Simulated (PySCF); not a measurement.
Breaking a bond: ClF, singlet.

Levels: UKS-B3LYP/6-31G* = unrestricted B3LYP/6-31G*, spherical d (PySCF 2.14.0); RHF/cc-pVDZ (PySCF); NEVPT2 = SC-NEVPT2 on CASSCF(14,8)/cc-pVDZ, all electrons correlated in PySCF.

Energies are in eV, each relative to the lowest point of its own curve near equilibrium.

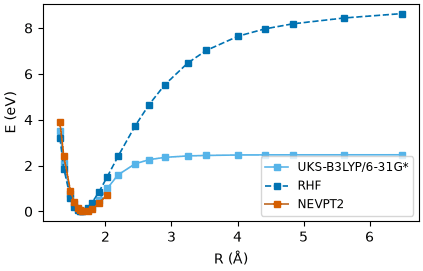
Energy against bond length for each method.

```csv
R / Å,UKS-B3LYP/6-31G*,RHF,NEVPT2
1.31,3.499,3.218,3.897
1.37,2.115,1.867,2.401
1.47,0.747,0.572,0.898
1.53,0.316,0.195,0.406
1.58,0.111,0.041,0.160
1.62,0.026,0.000,0.047
1.65,0.000,0.008,0.000
1.73,0.050,0.154,0.002
1.79,0.173,0.353,0.088
1.90,0.513,0.841,0.353
2.03,1.014,1.524,0.733
2.19,1.593,2.401,—
2.45,2.079,3.734,—
2.66,2.258,4.658,—
2.90,2.359,5.530,—
3.25,2.422,6.484,—
3.53,2.443,7.028,—
4.01,2.463,7.645,—
4.41,2.468,7.961,—
4.84,2.469,8.185,—
5.62,2.470,8.440,—
6.49,2.470,8.630,—
```

At the longest distance, 6.49 Å, RHF lies highest above its minimum (8.630 eV) and UKS-B3LYP/6-31G* lowest (2.470 eV).

A dash means that the run gave no value there, or that the column was ended at a point which the program doubted or which failed a test of continuity chosen for this set; such a test can also cut sound points.

The unrestricted solution behind UKS-B3LYP/6-31G* changes between 2.19 and 2.45 Å, which can leave a kink. The unrestricted determinant behind UKS-B3LYP/6-31G* is spin-contaminated at 2.19 to 6.49 Å (<S²> up to 1.0, against 0.00 for a pure singlet). The restricted form behind RHF keeps the bonding electrons paired and can't separate into open-shell fragments.
